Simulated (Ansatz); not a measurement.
# AlNH4O2: geometry relaxation (part 2 of 2)

Continued. System: AlNH4O2. Method: RKS PBE-D4/def2-SVPD (Ansatz 0.2.0). It belongs to a series of runs on one base structure; here: end point B relaxed.

Geometry of the input (Å):
```
N  -0.2981  1.5357  0.1738
Al 0.1397  -0.2007  -0.3354
O  1.8403  -0.5704  -0.8313
O  -1.0399  -1.5225  -0.3225
H  -1.0987  0.6923  -0.5370
H  -0.7456  1.5414  1.1243
H  2.3460  -0.8140  0.0361
H  -1.0290  -1.8879  0.5910
```

```
1030 factors; their error is unknown
mean field -12234.68598314 eV, -449.6164169122 hartree, gradient 8.1e-6 eV, S^2 0.000000; 1 other end points of the search recorded, 0 dependent functions left out
the calculation of the forces begins
reference -12234.68603142 eV, -449.6164186868 hartree; 20, 20 occupied and 102, 102 virtual orbitals, 1030 factors
Total energy: -12234.80495587 eV, -449.6207890795 hartree
Atom 0 at    -0.656500     1.157623     0.176970 Å, force    -0.000025     0.001189     0.000094 eV/Å
Atom 1 at     0.221101    -0.373083    -0.056700 Å, force    -0.000535    -0.003234    -0.002806 eV/Å
Atom 2 at     1.936536    -0.273117    -0.209972 Å, force    -0.008188     0.001469     0.003590 eV/Å
Atom 3 at    -0.533626    -1.926865    -0.140929 Å, force    -0.000975     0.001183     0.006402 eV/Å
Atom 4 at    -1.665116     1.260237     0.270414 Å, force    -0.000319    -0.001274     0.002570 eV/Å
Atom 5 at    -0.195656     2.065077     0.231922 Å, force     0.000488     0.009148    -0.001161 eV/Å
Atom 6 at     2.491496    -1.056274    -0.330023 Å, force     0.008166    -0.005095    -0.003154 eV/Å
Atom 7 at    -1.483526    -2.079747    -0.042662 Å, force     0.001388    -0.003386    -0.005535 eV/Å
Dipole moment:    -0.343135     0.061883     0.048323 e Å
```

Trajectory as extended XYZ (Å, eV, eV/Å), 12 frames, from step=1 to step=12:
```
8
Properties=species:S:1:pos:R:3:forces:R:3 step=1 energy=-12231.38784
N    -0.2981    1.5357    0.1738   -1.3033  -2.9950  -1.9117
Al    0.1397   -0.2007   -0.3354    4.1404  -1.6632   0.4305
O     1.8403   -0.5704   -0.8313   -0.1778  -0.3798   2.3821
O    -1.0399   -1.5225   -0.3225    0.4694   0.2476   0.5564
H    -1.0987    0.6923   -0.5370   -1.4336   4.5552   1.8743
H    -0.7456    1.5414    1.1243   -0.4318  -0.2084  -0.7394
H     2.3460   -0.8140    0.0361   -0.9070   0.5658  -2.1251
H    -1.0290   -1.8879    0.5910   -0.3564  -0.1221  -0.4670
8
Properties=species:S:1:pos:R:3:forces:R:3 step=2 energy=-12232.73938
N    -0.2784    1.4916    0.1419   -2.8855  -2.6857  -0.7841
Al    0.2175   -0.2333   -0.2487    2.1178  -0.9357  -0.1807
O     1.8582   -0.6080   -0.8310   -0.3479  -0.0905   1.3658
O    -1.0044   -1.5113   -0.3180    0.4074   0.2238   0.7432
H    -1.1314    0.8294   -0.3979    0.4964   3.0634   0.8534
H    -0.8743    1.5405    1.0137    0.6989   0.2592  -0.4301
H     2.4178   -0.8204   -0.0363   -0.2154   0.2009  -0.9989
H    -1.0903   -1.9146    0.5753   -0.2717  -0.0354  -0.5685
8
Properties=species:S:1:pos:R:3:forces:R:3 step=3 energy=-12233.34944
N    -0.3720    1.4146    0.0818    2.3917   0.5289   1.6605
Al    0.2664   -0.2702   -0.2162    0.7037  -0.4117  -0.3153
O     1.8735   -0.6232   -0.8087   -0.5103   0.0950   0.3856
O    -0.9721   -1.5195   -0.3049    0.3619   0.0571   0.6372
H    -1.1440    1.0113   -0.3268   -3.9041  -0.6448  -2.5080
H    -0.8696    1.5199    0.9739    0.6192   0.4974   0.6873
H     2.4616   -0.8211   -0.0672    0.5529  -0.0952  -0.0627
H    -1.1290   -1.9378    0.5673   -0.2150  -0.0266  -0.4847
8
Properties=species:S:1:pos:R:3:forces:R:3 step=4 energy=-12233.83204
N    -0.3861    1.3910    0.0507   -1.3000  -0.7897   0.4308
Al    0.2718   -0.3040   -0.2149    0.1257  -0.0892  -0.4154
O     1.8901   -0.6404   -0.7785   -0.2859   0.0490   0.5519
O    -0.9457   -1.5686   -0.3166    0.3301   0.0096   0.5310
H    -1.3174    1.0851   -0.3533    0.3239   0.7291   0.0131
H    -0.7375    1.5694    1.0224    0.6518   0.1365  -0.4669
H     2.5192   -0.7886   -0.0538    0.3148  -0.0258  -0.2369
H    -1.1797   -1.9701    0.5430   -0.1605  -0.0195  -0.4076
8
Properties=species:S:1:pos:R:3:forces:R:3 step=5 energy=-12234.08811
N    -0.4442    1.3279    0.0131   -1.0330   0.0357   0.3440
Al    0.2544   -0.3219   -0.2843   -0.0726  -0.2832   0.1450
O     1.9026   -0.6413   -0.7062   -0.1065   0.0830   0.2252
O    -0.9092   -1.6203   -0.2962    0.1957  -0.1640   0.1068
H    -1.4357    1.2406   -0.3106    0.4771   0.1727  -0.0226
H    -0.6143    1.5797    1.0069    0.5225   0.0855  -0.3714
H     2.6016   -0.7689   -0.0481    0.0533   0.0056  -0.1626
H    -1.2404   -2.0219    0.5244   -0.0365   0.0647  -0.2643
8
Properties=species:S:1:pos:R:3:forces:R:3 step=6 energy=-12234.23683
N    -0.4898    1.2924    0.0007   -0.6223  -0.0244   0.3693
Al    0.2428   -0.3432   -0.2496   -0.0595  -0.1502   0.0550
O     1.8993   -0.5971   -0.6584    0.0192   0.0818   0.2104
O    -0.8767   -1.6702   -0.3183    0.1338  -0.2122   0.0983
H    -1.4985    1.2094   -0.2233    0.2471   0.1324   0.0457
H    -0.4854    1.7180    0.9418    0.3262   0.0739  -0.3970
H     2.6324   -0.7773   -0.0532   -0.0372  -0.0175  -0.1421
H    -1.3094   -2.0583    0.4594   -0.0073   0.1162  -0.2397
8
Properties=species:S:1:pos:R:3:forces:R:3 step=7 energy=-12234.39349
N    -0.5499    1.2425    0.0102   -0.3929   0.6000   1.1670
Al    0.2206   -0.3725   -0.2044    0.0036  -0.0128  -0.0830
O     1.8910   -0.5033   -0.5920    0.4907   0.0136   0.4220
O    -0.7766   -1.7850   -0.3265   -0.3456  -0.3946   0.6165
H    -1.5727    1.2635   -0.1415    0.3528  -0.0032   0.0780
H    -0.3682    1.8530    0.8521    0.0258  -0.6020  -1.1918
H     2.6541   -0.8434   -0.0876   -0.5101   0.0862  -0.3444
H    -1.3836   -2.0810    0.3887    0.3757   0.3126  -0.6643
8
Properties=species:S:1:pos:R:3:forces:R:3 step=8 energy=-12234.63174
N    -0.6151    1.2070    0.0336   -0.1489   0.2887   0.6353
Al    0.2209   -0.3663   -0.1653    0.0639  -0.0460  -0.1396
O     1.9157   -0.3525   -0.4640    0.3445  -0.0521   0.2753
O    -0.6359   -1.8701   -0.2586   -0.1789  -0.0952   0.2372
H    -1.6407    1.2524   -0.0329    0.3047   0.0575   0.0705
H    -0.2809    1.9264    0.7035   -0.1733  -0.3611  -0.6454
H     2.5932   -0.9916   -0.1800   -0.3860   0.1505  -0.1960
H    -1.4424   -2.0314    0.2627    0.1740   0.0577  -0.2371
8
Properties=species:S:1:pos:R:3:forces:R:3 step=9 energy=-12234.74806
N    -0.6405    1.1666    0.0932   -0.2068   0.4775   0.3584
Al    0.2259   -0.3674   -0.1459    0.0430  -0.0388  -0.0001
O     1.9356   -0.2878   -0.3484    0.1738  -0.1455   0.1051
O    -0.5706   -1.9019   -0.2303   -0.0837  -0.0438   0.0689
H    -1.6574    1.2665    0.0845    0.0601  -0.1241  -0.0512
H    -0.2460    2.0112    0.5257    0.0702  -0.2732  -0.2877
H     2.5125   -1.0624   -0.2428   -0.1310   0.1435  -0.0886
H    -1.4448   -2.0511    0.1629    0.0744   0.0043  -0.1049
8
Properties=species:S:1:pos:R:3:forces:R:3 step=10 energy=-12234.79079
N    -0.6707    1.1560    0.1348    0.2674   0.1460   0.1157
Al    0.2190   -0.3715   -0.1083   -0.0871   0.0251   0.0136
O     1.9365   -0.2693   -0.2610   -0.0114  -0.0508   0.0290
O    -0.5489   -1.9197   -0.2167   -0.0221  -0.0023   0.0594
H    -1.6770    1.2808    0.2194   -0.0203  -0.0435  -0.0254
H    -0.1827    2.0341    0.3374   -0.1247  -0.1385  -0.0932
H     2.4997   -1.0579   -0.2747   -0.0465   0.0627  -0.0330
H    -1.4611   -2.0787    0.0681    0.0447   0.0013  -0.0662
8
Properties=species:S:1:pos:R:3:forces:R:3 step=11 energy=-12234.80334
N    -0.6530    1.1563    0.1805   -0.0332  -0.0485  -0.0183
Al    0.2143   -0.3795   -0.0667    0.0603   0.0687   0.0284
O     1.9304   -0.2641   -0.2206   -0.0265  -0.0467   0.0010
O    -0.5348   -1.9365   -0.1461   -0.0053   0.0247  -0.0042
H    -1.6632    1.2693    0.2358   -0.0078   0.0032   0.0182
H    -0.1853    2.0577    0.2646    0.0143   0.0118  -0.0125
H     2.4892   -1.0470   -0.3268    0.0110   0.0088  -0.0044
H    -1.4828   -2.0823   -0.0217   -0.0127  -0.0221  -0.0081
8
Properties=species:S:1:pos:R:3:forces:R:3 step=12 energy=-12234.80491
N    -0.6565    1.1576    0.1770    0.0000   0.0012   0.0001
Al    0.2211   -0.3731   -0.0567   -0.0005  -0.0032  -0.0028
O     1.9365   -0.2731   -0.2100   -0.0082   0.0015   0.0036
O    -0.5336   -1.9269   -0.1409   -0.0010   0.0012   0.0064
H    -1.6651    1.2602    0.2704   -0.0003  -0.0013   0.0026
H    -0.1957    2.0651    0.2319    0.0005   0.0091  -0.0012
H     2.4915   -1.0563   -0.3300    0.0082  -0.0051  -0.0032
H    -1.4835   -2.0797   -0.0427    0.0014  -0.0034  -0.0055
```

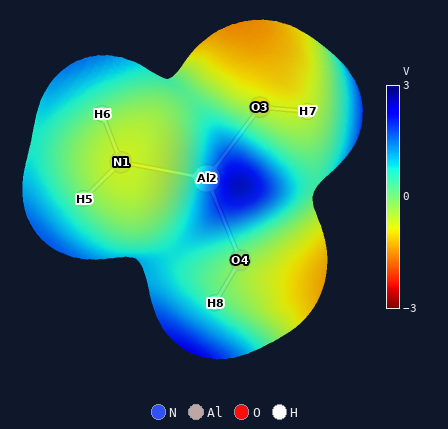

*The molecular electrostatic potential painted on the density surface at 0.002 e/bohr³, seen at a tilt; the colour scale runs from red (negative) to blue (positive).*

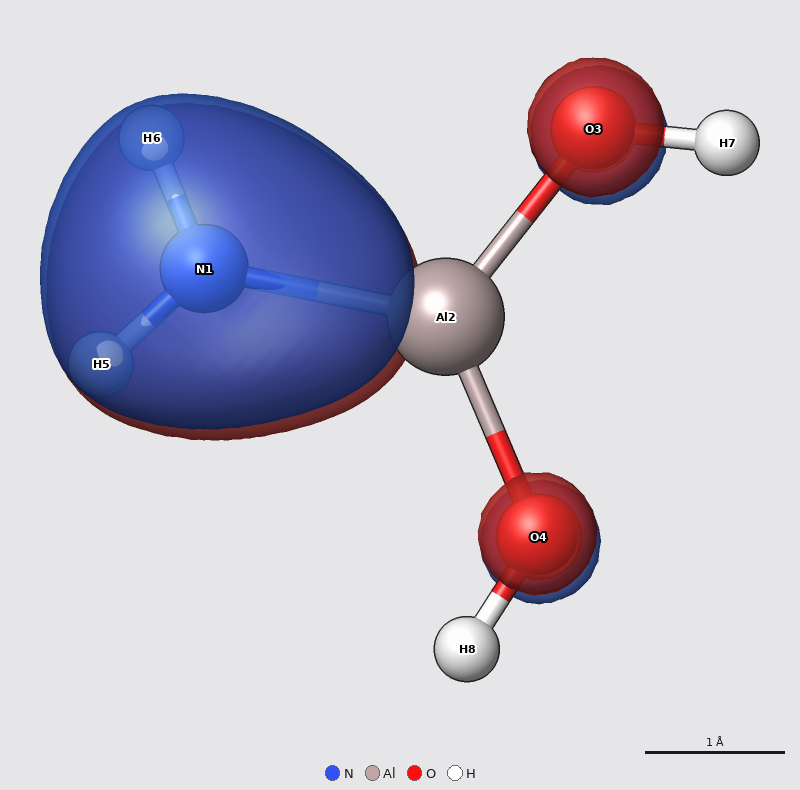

*One frontier orbital at ±0.1 Å⁻³ᐟ² (red and blue are the two phases), seen face on.*

The HOMO, at −6.05 eV.

Key numbers:

```csv
quantity,value
outcome,converged
total energy,−12234.8050 eV
mean-field energy,−12234.6860 eV
largest force (length of the vector) at the end,0.010 eV/Å
wall time,25 s (CPU time 49 s)
peak memory,0.14 GiB
```
